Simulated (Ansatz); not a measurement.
C₂H₄AlNO

The calculation's input:

```
crystal:
  periodic: [false, false, false]
  atoms:
    - { symbol: "N", position_ang: [0.2366, 1.8197, -1.3011] }
    - { symbol: C, position_ang: [0.7299, 0.7844, -0.9217] }
    - { symbol: C, position_ang: [1.2627, -0.3207, -0.5309] }
    - { symbol: O, position_ang: [0.7491, -1.184, 0.381] }
    - { symbol: Al, position_ang: [-1.0118, -0.9833, 1.1553] }
    - { symbol: H, position_ang: [-0.7586, 2.1436, -0.9626] }
    - { symbol: H, position_ang: [1.56746, -1.74092, 0.36597] }
    - { symbol: H, position_ang: [-1.8574, 0.3278, 0.8249] }
    - { symbol: H, position_ang: [-1.5655, -2.061, 2.2286] }
basis:
  gaussian: { orbitals: def2-SVP }
hamiltonian:
  xc: pbe0
  dispersion: d4
relax:
  f_tol: 0.02
  max_steps: 50
output:
  orbitals: {}
```

Launched as:

```sh
ansatz run input.yaml --threads 2 --pin off --max-ram 3072MiB --backend cpu --events-out ev --progress --plain --runs-dir out
```

The fields are those of the run's last geometry, not of the input's.

All numbers below come from RKS PBE0-D4/def2-SVP (Ansatz).

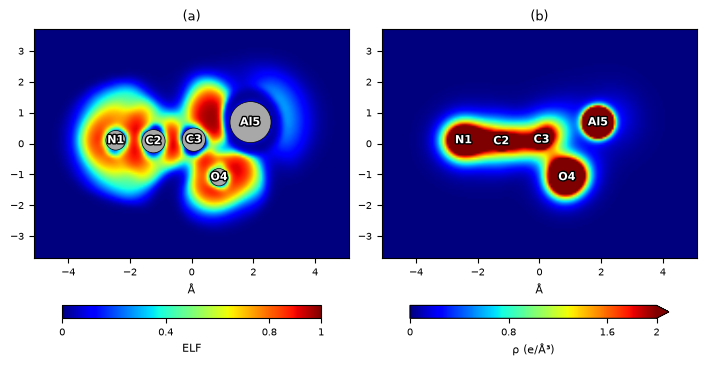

Figure 1. (a) electron localisation function; (b) total electron density on the plane of atoms C3, Al5 and O4. Grey discs cover the atomic cores in the ELF map.

### Describe what can be read from this map.

- Atoms in the plane: N, C, O and Al.
- C–N (1.23 Å): the density is about 3 e/Å³ at the midpoint; the ELF peaks at about 0.90 between the atoms (a short, multiple covalent bond).
- C–C (1.31 Å): ρ at the midpoint is about 2.3 e/Å³; the ELF peaks at about 0.90 between the atoms (a multiple bond).
- C–O (1.47 Å): the density is about 1.8 e/Å³ at the midpoint, with its minimum of 1.5 e/Å³ about 0.5 Å from C; the ELF peaks at about 0.85 between the atoms; a shared but strongly polarised pair.
- C–Al (1.93 Å): ρ is about 0.63 e/Å³ halfway; the ELF peaks at about 0.90 between the atoms; a shared but strongly polarised pair.
- Al–O (2.06 Å): ρ is about 0.37 e/Å³ halfway; the ELF peaks at about 0.85 in the valence shell of O, 0.6 Å from its nucleus, and is about 0.25 at the midpoint.

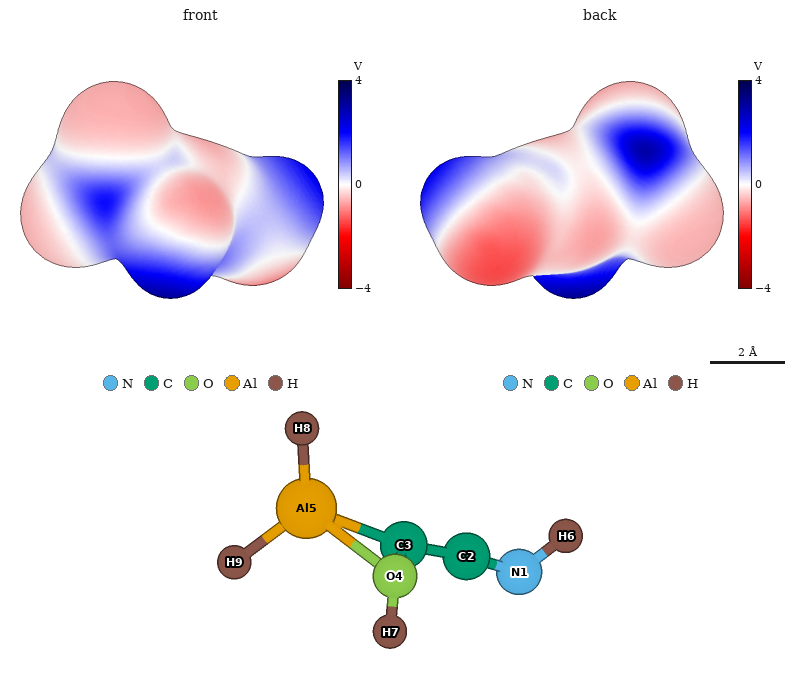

Figure 2. The molecular electrostatic potential painted on the density surface at 0.002 e/bohr³, seen from the front and from behind; red is negative and blue positive. The bare structure is drawn below in the same view.

### Where is the surface potential most negative and most positive?

The most negative region (about −1.4 V) lies over N1, the most positive (about +3.1 V) over H7. N1 is the likeliest acceptor of a hydrogen bond.

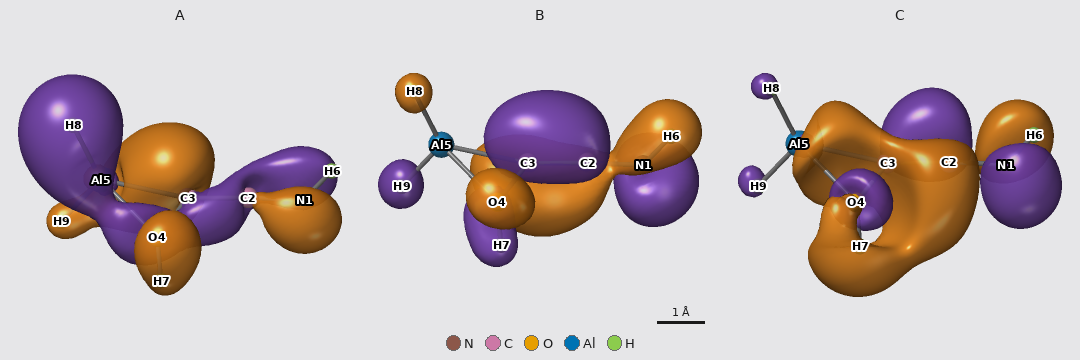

Figure 3. Three frontier orbitals at ±0.08 Å⁻³ᐟ² (orange and purple are the two phases), in no order.

### Order the three orbitals by energy and name them.

A is the HOMO−1 (−8.08 eV). Its weight (Hirshfeld) is mainly on C3 (about 30 %), Al5 (about 20 %), H8 (about 15 %), O4 (about 15 %) and N1 (about 10 %). B is the HOMO (−6.62 eV). Its weight (Hirshfeld) is mainly on C3 (about 35 %), N1 (about 25 %), C2 (about 20 %) and O4 (about 10 %). C is the LUMO (−1.01 eV). It lies mainly on C2 (about 30 %), N1 (about 25 %), C3 (about 15 %), O4 (about 10 %), Al5 (about 10 %) and H7 (about 5 %).

### What is the HOMO–LUMO gap?

5.61 eV between the orbital energies.
